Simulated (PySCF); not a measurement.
**C₂H₁₀N₂OSi₂: electronic excitations**

Wanted: the electronic excitations of C₂H₁₀N₂OSi₂ (`CC(=O)N[SiH2][SiH2]N`), by calculation.

Programs: PySCF 2.14.0, with density-fitted response routines of our own. Each step states its level of theory. These are calculated values for one molecule in the gas phase, unless marked as measured. Atoms are numbered from 0 throughout.

### 1 The starting structure

17 atoms, charge 0, multiplicity 1; geometry from: GFN2-xTB.

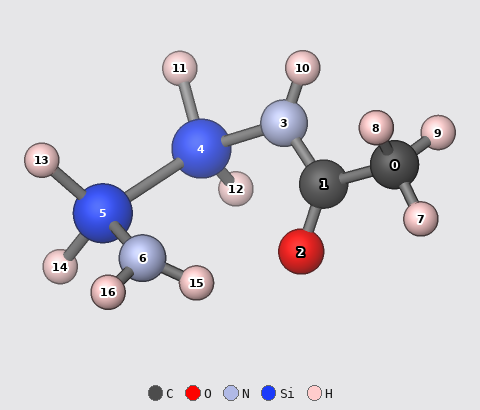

As it starts; carbon dark grey, oxygen red, nitrogen light blue, silicon blue, hydrogen pink, atoms numbered.

### 2 Excited states and response: B3LYP/def2-SVPD

Job settings and geometry (Å):

```
{"job": {"kind": "uv", "xc": "B3LYP", "basis": "def2-SVPD", "nstates": 8, "ntriplets": 3}, "charge": 0, "multiplicity": 1}
C     -2.619959     0.812190     0.234912
C     -1.382345     0.058935    -0.188922
O     -0.917229     0.108874    -1.316059
N     -0.777021    -0.696535     0.737824
Si     0.669751    -1.561966     0.197849
Si     2.381827    -0.171264    -0.470631
N      1.735245     1.351760    -0.939332
H     -3.005784     1.387316    -0.602067
H     -2.378806     1.484892     1.056073
H     -3.380504     0.110286     0.572022
H     -1.163049    -0.727019     1.666669
H      0.946281    -2.306886     1.438879
H      0.166064    -2.540974    -0.770933
H      3.331647     0.165618     0.603046
H      3.186691    -0.860524    -1.502576
H      0.858215     1.337151    -1.439601
H      2.341978     2.060177    -1.320669
```

Method: TDDFT B3LYP/def2-SVPD, vertical, gas phase, core orbitals frozen in the response.

Run with:

```sh
OMP_NUM_THREADS=1 python probes_run.py task.json out
```

This one command runs all jobs of the session in turn.

The log of the run:

```text
coarse grid: 14832 points
cycle   1  E = -845.3974340421  dE =  7.518e-01  |g| = 9.350e-01  |ddm| = 5.852e+00
cycle   2  E = -844.7162612568  dE =  6.812e-01  |g| = 2.005e+00  |ddm| = 3.597e+00
cycle   3  E = -845.5558159260  dE = -8.396e-01  |g| = 3.303e-01  |ddm| = 2.707e+00
cycle   4  E = -845.5769786566  dE = -2.116e-02  |g| = 1.158e-01  |ddm| = 4.637e-01
cycle   5  E = -845.5796280061  dE = -2.649e-03  |g| = 3.097e-02  |ddm| = 1.746e-01
cycle   6  E = -845.5798701917  dE = -2.422e-04  |g| = 6.153e-03  |ddm| = 5.263e-02
cycle   7  E = -845.5798795162  dE = -9.325e-06  |g| = 1.161e-03  |ddm| = 1.069e-02
final grid: 133184 points
cycle   8  E = -845.6956453591  dE = -2.564e-05  |g| = 7.696e-03  |ddm| = 1.071e-01
cycle   9  E = -845.6956142431  dE =  3.112e-05  |g| = 1.455e-02  |ddm| = 2.500e-02
cycle  10  E = -845.6956573854  dE = -4.314e-05  |g| = 1.992e-03  |ddm| = 1.475e-02
cycle  11  E = -845.6956582108  dE = -8.254e-07  |g| = 2.584e-04  |ddm| = 2.450e-03
cycle  12  E = -845.6956582232  dE = -1.241e-08  |g| = 1.193e-04  |ddm| = 5.881e-04
cycle  13  E = -845.6956582265  dE = -3.266e-09  |g| = 1.753e-05  |ddm| = 1.688e-04
cycle  14  E = -845.6956582266  dE = -9.095e-11  |g| = 4.396e-06  |ddm| = 4.589e-05
converged SCF energy = -845.6956582266

Static polarisability (au): isotropic 98.569, principal 83.697 98.945 113.064

Singlet excitations
state   eV       nm        f      main configurations
  1   5.3259    232.8   0.00230   H->L 0.97
  2   5.6706    218.6   0.00490   H-2->L+1 0.44, H-1->L+1 0.20, H-2->L 0.15
  3   5.9459    208.5   0.01014   H-1->L 0.66, H->L+1 0.21, H-2->L 0.10
  4   5.9833    207.2   0.00965   H->L+1 0.64, H-2->L 0.24
  5   6.1928    200.2   0.02429   H-2->L 0.44, H-1->L+1 0.34, H-1->L 0.12
  6   6.2740    197.6   0.00728   H->L+2 0.84, H->L+3 0.12
  7   6.6359    186.8   0.08658   H-2->L+1 0.36, H-1->L+1 0.34
  8   6.6452    186.6   0.00614   H->L+3 0.80, H->L+2 0.10

Triplet excitations (Tamm-Dancoff, eV): 5.0986 5.2537 5.3967
```

It took 92 s on 1 thread of Intel Xeon at 2.50GHz, shared host; peak memory 0.94 GiB.

The orbitals next to the gap, with their largest atomic shares:

```csv
orbital,eV,atoms
HOMO−3,-8.71,"Si4 22 %, O2 18 %, Si5 17 %"
HOMO−2,-7.62,"O2 54 %, N3 16 %, C1 9 %"
HOMO−1,-7.47,"O2 29 %, N3 23 %, Si5 12 %"
HOMO,-6.90,"N6 59 %, Si5 14 %, H14 9 %"
LUMO,-0.59,"Si4 24 %, Si5 21 %, N3 7 %"
LUMO+1,-0.13,"C1 29 %, O2 21 %, N3 11 %"
LUMO+2,0.22,"Si4 25 %, Si5 21 %, H13 10 %"
```

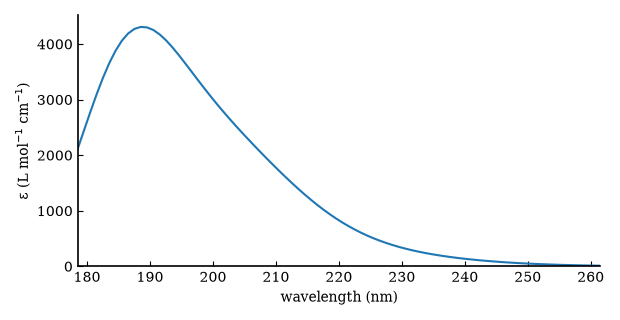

Absorption spectrum: each of the 8 states is a Gaussian band of 0.4 eV half-width at 1/e. Beyond the last state computed it falls off for lack of states.

Ground-state properties from the same run:

```csv
property,computed
dipole moment (D),2.68
polarisability (Å³),14.61
HOMO–LUMO gap (eV),6.30
−ε(HOMO) (eV),6.90
```

### 3 Results

| quantity | value |
| --- | --- |
| lowest singlet (B3LYP/def2-SVPD) | 5.33 eV (233 nm), f = 0.002 |
| brightest single state of those computed | state 7, 6.64 eV, f = 0.087 |
| lowest triplet | 5.10 eV |

What this shows: The lowest singlet, at 5.33 eV, is HOMO→LUMO 0.97 and is weak; of the 8 states computed, the strongest absorption comes from state 7 at 6.64 eV. The lowest triplet lies 0.23 eV below the lowest singlet (triplets in Tamm-Dancoff, singlets in full TDDFT).
